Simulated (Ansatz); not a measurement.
# ClFGaHO: the cost of one run

Method: RKS PBE/def2-SVPD, in Ansatz 0.2.0.

## Step 1: The starting structure

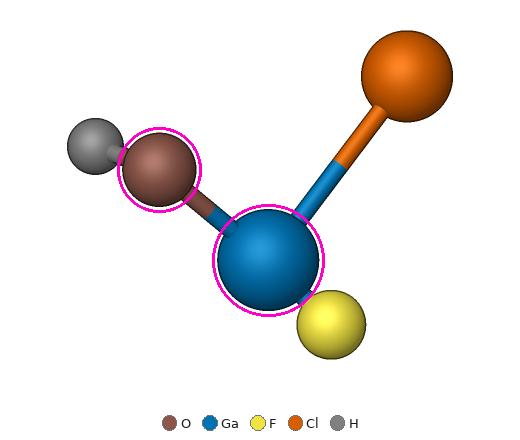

The starting structure, seen from a chosen angle (oxygen brown, gallium blue, fluorine yellow, chlorine orange, hydrogen grey). Ringed: O1, Ga2.

Coordinates:

```xyz
5

O     0.1219   -1.0720    0.5759
Ga   -0.2173   -0.1079   -0.6665
F    -0.2921    0.2333   -1.5545
Cl    1.0139    1.8686    0.3129
H    -0.5765   -0.9956    1.2908
```

## Step 2: End point A

Input file input.yaml:

```yaml
crystal:
  periodic: [false, false, false]
  atoms:
    - { symbol: O, position_ang: [0.1219, -1.072, 0.5759] }
    - { symbol: Ga, position_ang: [-0.2173, -0.1079, -0.6665] }
    - { symbol: F, position_ang: [-0.2921, 0.2333, -1.5545] }
    - { symbol: Cl, position_ang: [1.0139, 1.8686, 0.3129] }
    - { symbol: H, position_ang: [-0.5765, -0.9956, 1.2908] }
basis:
  gaussian: { orbitals: def2-SVPD }
hamiltonian:
  xc: pbe
relax:
  f_tol: 0.015
  max_steps: 40
output:
  orbitals: {}
```

On the command line:

```
$ ansatz run input.yaml --threads 2 --pin off --max-ram 3072MiB --backend cpu --events-out ev --progress --plain --runs-dir out
```

What time and memory should one allow on 2 threads of AMD EPYC 7B13 (Zen 3), shared host?

About 23 s, with a peak of 0.18 GiB.
